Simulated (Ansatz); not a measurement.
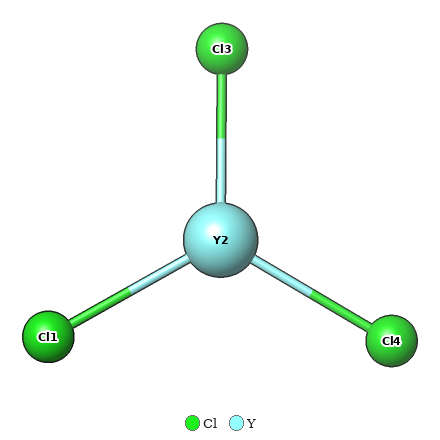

The system is Cl₃Y, SMILES [Cl][Y]([Cl])[Cl]; the picture shows the grid point nearest to the relaxed geometry. 
- Two internal coordinates are moved rigidly from the geometry relaxed at PBE0-D4/def2-TZVP, all others fixed.
- First axis: bond Y2–Cl3. Second axis: angle Cl1–Y2–Cl4.
- The grid has 5 × 5 points.
- Energies: kJ/mol, counted from the lowest grid point.
- Level of theory: Ansatz 0.2.0, RHF-CCSD(T), frozen core/def2-TZVPP.

Its coordinates:

```xyz
4

Cl   -1.7452   -0.6740    1.5430
Y     0.0137   -0.0151   -0.0049
Cl    2.2041   -0.8153    0.2936
Cl   -0.4948    1.4726   -1.8629
```

Range: bond Y2–Cl3 from 2.142 to 3.407 Å; angle Cl1–Y2–Cl4 from 90 to 150°.

Q: What will the energy surface look like?

A: The lowest grid point is at bond Y2–Cl3 = 2.351 Å, angle Cl1–Y2–Cl4 = 120°. The bottom of the well lies between grid points, at about bond Y2–Cl3 = 2.458 Å, angle Cl1–Y2–Cl4 = 120°, about 7.5 kJ/mol lower on the interpolated surface. No other kind of well shows on this grid. The highest grid point, bond Y2–Cl3 = 3.407 Å, angle Cl1–Y2–Cl4 = 150°, lies 228 kJ/mol above the lowest. Round the minimum the two coordinates are weakly coupled (coupling 0.10 in units of the two stiffnesses).

```tsv
angle Cl1–Y2–Cl4 ↓, bond Y2–Cl3 →	2.142	2.351	2.656	3.013	3.407
150	111	36	52	132	228
135	85	7	23	103	201
120	82	0	11	90	188
105	97	10	17	94	190
90	132	40	43	117	212
```

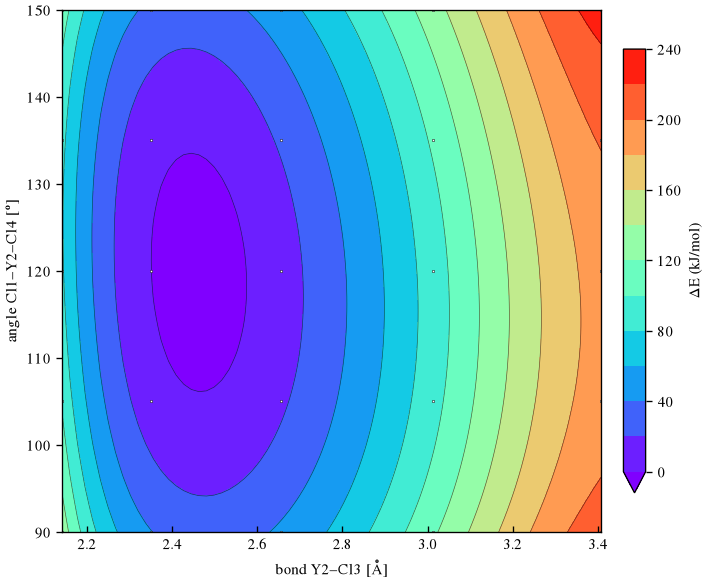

In the figure: filled contours, dots at the grid points. Between grid points the surface is interpolated.
